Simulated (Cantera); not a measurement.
A closed system holds: 1 mol SiH4, 0.14 mol NO, 7.4 mol H2, 0.14 mol CO2, equilibrated at 0.610 bar.

Equilibrium computed with Cantera from the NASA thermochemical tables; the gas is ideal and each condensed phase is pure. Candidate condensed phases: C, C6H6, C7H8, C8H18, H2O, Si, SiC, SiO2, Si2N2O, Si3N4; 151 gas species. Each liquid is taken as pure. Mutual solubility and eutectic melting of coexisting phases are not modelled. The tables hold silica as quartz up to 1696 K and as liquid above; real silica turns to tridymite and cristobalite and melts near 1996 K. Gases not in the tables: Si2H6 and higher silanes. Rates play no part.

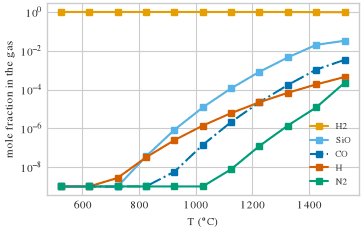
Figure: Equilibrium gas composition (values under 1e-9 drawn at 1e-9)

At 525 °C the condensed part is Si(s) + SiC(s) + SiO2(α-quartz) + Si2N2O(s). From 625 °C to 1325 °C the condensed part is Si(s) + SiC(s) + SiO2(β-quartz) + Si2N2O(s). At 1425 °C the condensed part is Si(l) + SiC(s) + SiO2(condensed) + Si2N2O(s). At 1525 °C the condensed part is Si(l) + SiC(s) + Si2N2O(s). The main Si-bearing gas is SiH4 at 525 °C and SiO at 1525 °C.
